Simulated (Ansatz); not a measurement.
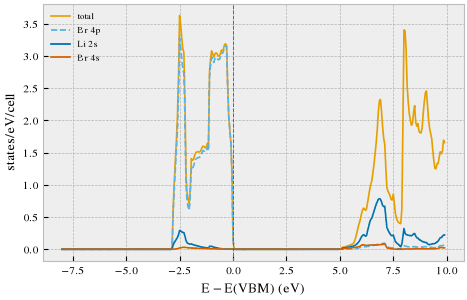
*Total and projected density of states of LiBr (rock salt, Fm-3m), DFT-PBE in the program Ansatz with PAW potentials*

Task: Which orbitals carry the states next to the gap?

Result: Top 1 eV of the valence band: Br 4p 98 %. Bottom 1 eV of the conduction band: Li 2s 41 %, Br 4s 19 %, Br 4p 6 %, outside the projected shells 34 %. Projections are on Löwdin-orthogonalised atomic valence shells; empty p or d shells of many metals are not among them.

Task: Where is the tallest occupied peak in this window, and what makes it?

Result: Near -2.5 eV, about 3.6 states/eV per cell; the largest projected share is Br 4p.

Symmetry was held in the PBE relaxation; phonons on a q-mesh show no instability. Spin–orbit coupling is left out wherever it is not named.

Potentials: the later of the program's two PAW sets.
